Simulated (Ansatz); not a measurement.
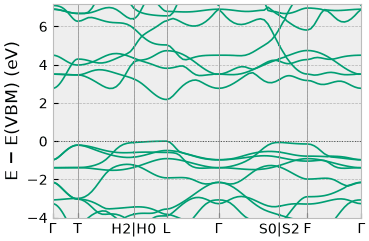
Figure. Band structure from the program Ansatz at the LDA level (PAW)

Question: Read off the gap and where the band edges lie.

Answer: About 2.2 eV (2.18 eV by a search for the band edges); maximum at L, minimum at L.

The material is ScCuO2 in space group R-3m (No. 166; Sc on 3b, Cu on 3a, O on 6c).

The first step of the workflow began from a Materials Project structure, measured or hypothetical; the Crystallography Open Database files this formula in space group No. 166, but the cells were not matched. Whether it is the stable phase at ambient conditions was not checked. Symmetry was held in the LDA relaxation; whether a distortion lowers the energy is not shown. The run is not spin-polarised. No Hubbard U is applied.

Potentials: the later of the program's two PAW sets.
